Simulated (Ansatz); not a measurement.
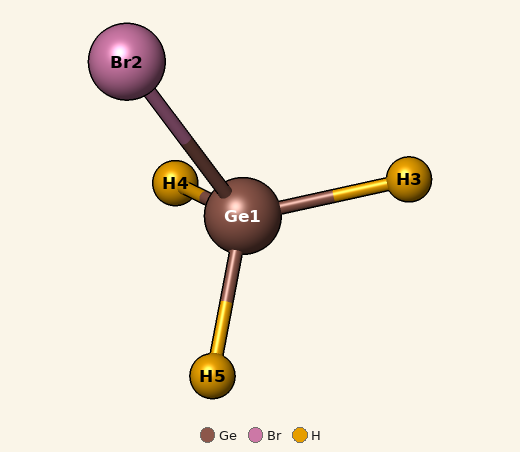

Sticks follow a distance rule. Harmonic vibrations computed with RKS PBE0-D4/def2-TZVP (Ansatz 0.2.0) at a stationary point of the same level.

Q: Minimum or transition state?

A: A minimum: no imaginary frequency, and the lowest mode lies at 309 cm⁻¹.

Q: List the wavenumbers.

A: 9 modes: 309, 572, 572, 833, 870, 870, 2177, 2189, 2189 cm⁻¹.
